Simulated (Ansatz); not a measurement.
Consider AsGaH$_{3}$ (SMILES [GaH][AsH2]) (doublet).

Input file:

```
crystal:
  periodic: [false, false, false]
  atoms:
    - {symbol: As, position_ang: [0.059834, -0.392589, -1.294486]}
    - {symbol: Ga, position_ang: [0.727446, 1.226194, 0.426009]}
    - {symbol: H, position_ang: [-0.173272, 2.545612, 0.530904]}
    - {symbol: H, position_ang: [-1.259321, -0.584194, -0.547822]}
    - {symbol: H, position_ang: [0.711882, -1.580292, -0.600855]}
basis:
  gaussian:
    orbitals: def2-TZVPD
hamiltonian:
  xc: pbe0
total_charge: 0
output: {forces: true, orbitals: {seedname: orbitals}}
magnetization:
  spin_polarized: true
  initial_magnetization: 1
```

Launched as:

```sh
ansatz run input.yaml --threads 1 --pin off --max-ram 2610MiB --events-out events.jsonl --progress --plain --runs-dir runs
```

Geometry: r2SCAN-D4/def2-SVP.

These are results of Ansatz 0.2.0, isolated molecule in a Gaussian basis; Kohn-Sham density functional theory, functional PBE0, not measurements.

What can the converged electron density, electron localisation function and spin density tell about the bonding?

Ga–As (2.45 Å): ρ at the midpoint is about 0.51 e/Å³; the ELF peaks at about 0.80 between the atoms: localised, covalent bonding.
As–H (1.52 Å): the density is about 1.1 e/Å³ at the midpoint; the ELF climbs to about 1 towards the hydrogen, as it does in any bond to H.
The unpaired spin (1 electron) lies mostly on Ga2 (about 0.7), As1 (about 0.2) and H3 (about 0.1), in electrons by Hirshfeld's partition.

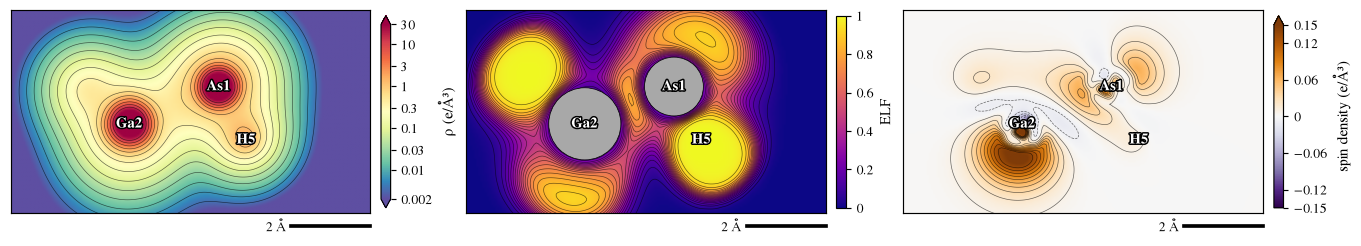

Computed electron density, electron localisation function and spin density on the plane of atoms Ga2, As1 and H5, in this order. Grey discs cover the atomic cores in the ELF map. 
